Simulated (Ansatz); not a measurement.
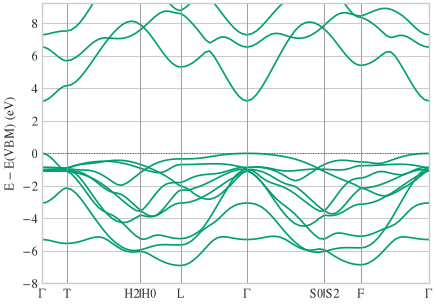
Band structure from the program Ansatz at the r²SCAN+D4 level (PAW)

Question: Read off the gap and where the band edges lie.

Answer: About 3.2 eV (3.23 eV by a search for the band edges); maximum at Γ, minimum at Γ.

The material is Ga₂O₃ in space group R-3m (No. 166; Ga on 6c, O on 3a, O on 6c).

The cell is a constructed one: a structure type filled with these elements; neither database checked (COD, Materials Project) lists it. It is not the phase usual at ambient conditions (space group No. 12, 167). The cell was relaxed with r²SCAN+D4 under the symmetry of its start. At this level the phase is mechanically unstable. Scalar-relativistic: spin–orbit coupling is off unless named, which matters more the heavier the elements.

Potentials: the earlier of the program's two PAW sets.
